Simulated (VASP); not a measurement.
Band structure of In$_{2}$O$_{3}$ (relaxed from the Bi2Te3 structure, space group R-3m). Method: PBEsol GGA, VASP's PBE PAW potentials (set 64) (plane waves; VASP 6.6.1).

Without a dispersion term in the relaxation, distances and binding between the weakly bound layers, chains or molecules are unreliable, and so is what depends on them. Unless said otherwise, spin-orbit coupling is left out, though it shifts the bands of the heavy elements here.

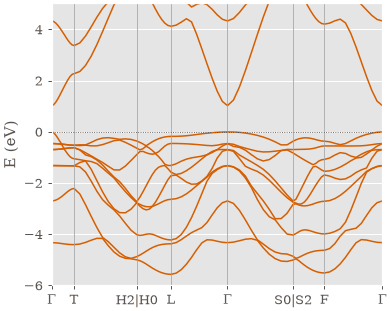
Fig. 1. Bands along high-symmetry lines, zero at the valence-band maximum or, without a gap, the Fermi level

### Question
Read the plot: is there a gap, and where are the band edges?

### Answer
The gap is direct, 1.03 eV, from the valence maximum at Γ to the conduction minimum at Γ. (Edges off the drawn lines would not show.)

The structure was generated: In2O3 was put into the Bi2Te3 type (R-3m), which need not be its known phase. It was relaxed first, which changed the volume by +25 %.
